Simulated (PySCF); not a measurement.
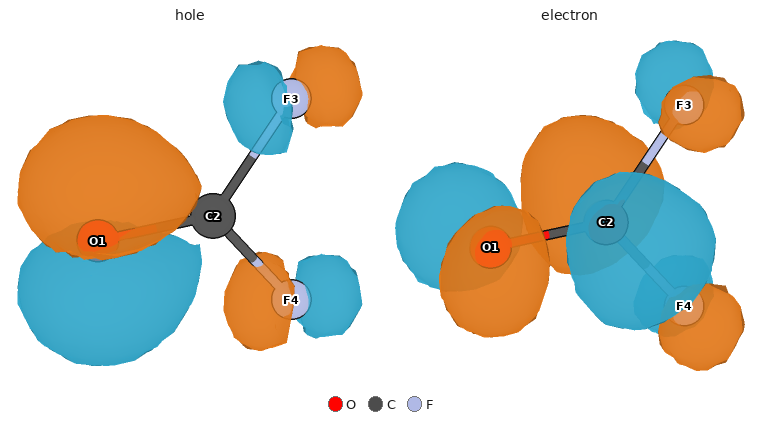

CF2O, SMILES `O=C(F)F`. Leading natural transition orbital pair of S₁ (TDA singlet states); the surfaces enclose about 78 % of each orbital's density.

PySCF calculation, CAM-B3LYP/def2-SVPD, gas phase; geometry: GFN2-xTB. No frequency check shows the geometry to be a minimum.

The calculation's input:

```python
import numpy as np
from pyscf import gto, scf, dft, tdscf
from pyscf.scf import atom_ks, atom_hf
from scipy.linalg import block_diag

def solve(mol, dm0=None, hcore=None):
    mf = (dft.UKS if mol.spin else dft.RKS)(mol, xc='camb3lyp')
    mf.grids.level = 3
    mf = mf.density_fit(auxbasis='def2-universal-jkfit')
    mf.conv_tol, mf.max_cycle = 1e-8, 80
    if hcore is not None:
        mf.get_hcore = lambda *args: hcore
    mf.kernel(dm0)
    if not mf.converged:
        mf = mf.newton().run(mf.mo_coeff, mf.mo_occ, max_cycle=30)
    assert mf.converged, 'SCF not converged'
    return mf

mol = gto.M(atom='''
O      1.31212     0.00043     0.00000
C      0.15328     0.00006     0.00000
F     -0.63389    -1.05528     0.00000
F     -0.63463     1.05485     0.00000
''', basis='def2-svpd', charge=0, spin=0, verbose=4)
mf = solve(mol)
td = mf.TDA()
td.nstates, td.singlet, td.conv_tol = 6, True, 1e-5
td.kernel()
td.analyze()
x, y = np.array([p[0] for p in td.xy]), np.array([p[1] + 0 * p[0] for p in td.xy])
f, mu = td.oscillator_strength(), td.transition_dipole()
nto = [td.get_nto(state=i + 1, verbose=4) for i in range(len(td.e))]
# spherically averaged free atoms, for the promolecule
atm = atom_ks.get_atm_nrks(mol, xc='camb3lyp')
pro = block_diag(*[(atm[a[0]][2] * atm[a[0]][3]) @ atm[a[0]][2].T for a in mol._atom])
np.savez('result.npz', e=td.e, f=f, ok=td.converged, w=[n[0] for n in nto], nto=[n[1] for n in nto], x=x, y=y, c=mf.mo_coeff, occ=mf.mo_occ, eps=mf.mo_energy, pro=pro, mu=mu)
```

Launched as:

```sh
OMP_NUM_THREADS=1 python input.py
```

The run took 29 s on 1 thread of AMD EPYC 9R45 96-Core Processor (Zen 5), with other jobs on the host, peak memory 0.44 GiB.

What kind of excitation is it, and where does it lie?

Answer. 7.31 eV (170 nm), f = 0.000 (dark), n → π*; the leading pair carries 100 %; hole on O1 (73 %), C2 (11 %) and F3 and F4 (8 % each), electron on C2 (47 %), O1 (33 %) and F3 and F4 (10 % each); their centroids lie 0.6 Å apart. In canonical orbitals it is mainly HOMO → LUMO (99 %). The HOMO–LUMO gap is 12.83 eV.
